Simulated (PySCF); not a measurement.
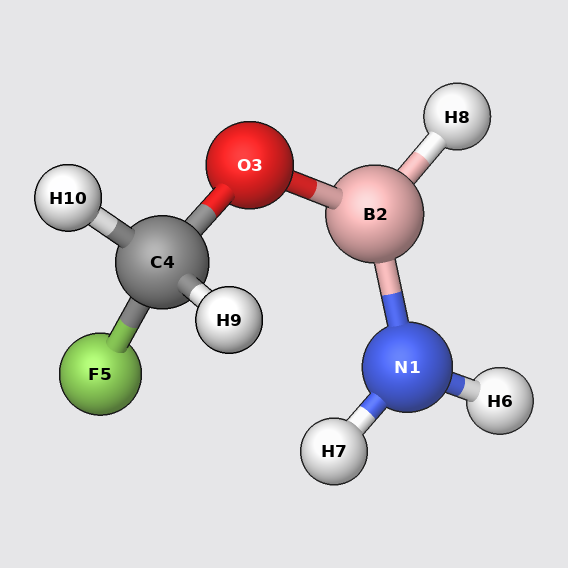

The geometry was computed by an optimisation with PBE0-D3(BJ)/def2-SVP. No frequency run is at hand to confirm it as a minimum. Electric field gradients from the ground-state density, KT2/pcJ-1 (PySCF 2.14.0), non-relativistic apart from any core potentials.

Give the largest field-gradient component, the quadrupole coupling constant and the asymmetry for 14N at N1 (Q = 20.44 mb), 11B at B2 (Q = 40.59 mb), 17O at O3 (Q = −25.6 mb).

```csv
atom,V_zz (a.u.),e²qQ/h (MHz),η
N1,−0.698,−3.35,0.58
B2,0.277,2.64,0.57
O3,1.595,−9.60,0.11
```
